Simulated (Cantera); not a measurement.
Feed: 1 mol Al, 2.9 mol HCl, 18 mol N2, at 977 °C.

Method: chemical equilibrium by Gibbs-energy minimisation in Cantera with the NASA 1993 tables (ideal gas, pure condensed phases). Candidate condensed phases: Al, AlCl3, AlN, NH4Cl; 20 gas species. The tables' values for AlCl2 are old estimates; treat these amounts as uncertain. Kinetics and transport are ignored.

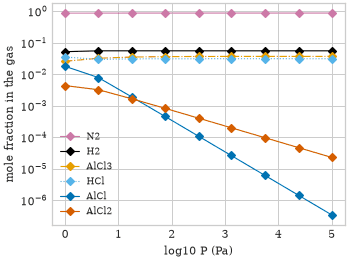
Figure. Equilibrium gas composition (values under 1e-9 drawn at 1e-9)

At 1.00 Pa nothing is condensed. From 4.20 Pa to 1.00 bar the condensed part is AlN(s). The main Al-bearing gas is AlCl3 throughout.
